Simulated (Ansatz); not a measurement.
# A computed series for RuSi: pressure series

Base system: RuSi (space group P2_13, No. 198; a = 4.705 Å).

Cell and atoms are relaxed at each pressure.

Level of theory: DFT with r2SCAN, PAW potentials and a 500 eV plane-wave cutoff in Ansatz (a quantum-chemistry and plane-wave program), no spin-orbit coupling.

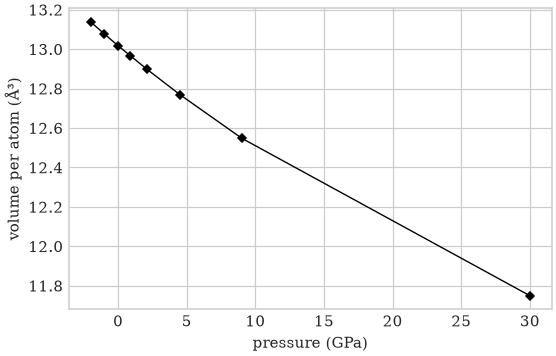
*Volume per atom against pressure*

Task: From the plot, what is the volume per atom for pressure −1 GPa?

Result: About 13.1 Å³.

Task: Is the trend monotonic over the range shown?

Result: Yes, it falls throughout, spanning 11.75 Å³ to 13.14 Å³.

Load acts through the strain it causes; cell and atoms are relaxed under it. Stability against distortions was not tested. No other phases were tried under pressure.
